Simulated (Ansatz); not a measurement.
```
atom    x (Å)    y (Å)    z (Å)
   B  -0.0912  -1.2723  -0.4999
   B  -1.0964   0.0965  -0.2515
   F  -2.4093  -0.0422  -0.0867
   F   0.2394  -1.6619  -1.7284
   H  -0.6709   1.2352  -0.1702
   H   0.3978  -1.9192   0.4092
```

Geometry: r2SCAN-D4/def2-SVP.

Method: isolated molecule in a Gaussian basis; Kohn-Sham density functional theory, functional PBE0 (Ansatz).

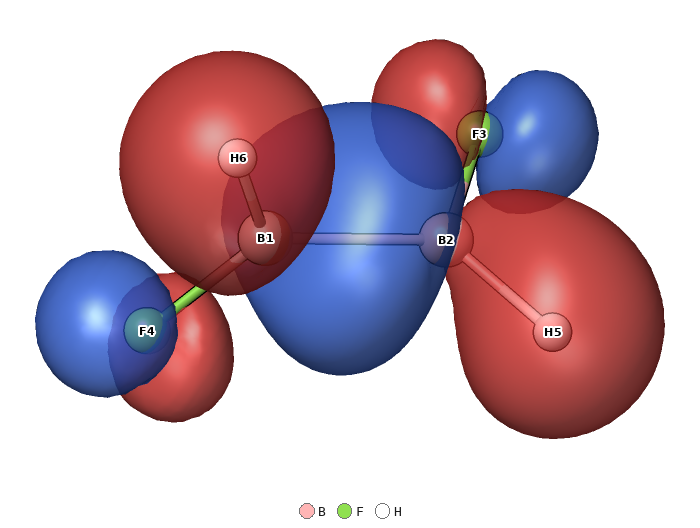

B₂F₂H₂ (SMILES FBBF). One frontier orbital at ±0.1 Å⁻³ᐟ² (blue and red are the two phases), seen at a tilt.

Q: Which orbital is it: HOMO or LUMO?

A: The HOMO, at −8.19 eV. Its weight (Hirshfeld) is mainly on B1 (about 25 %), B2 (about 25 %), H6 (about 10 %), H5 (about 10 %), F4 (about 10 %) and F3 (about 10 %).
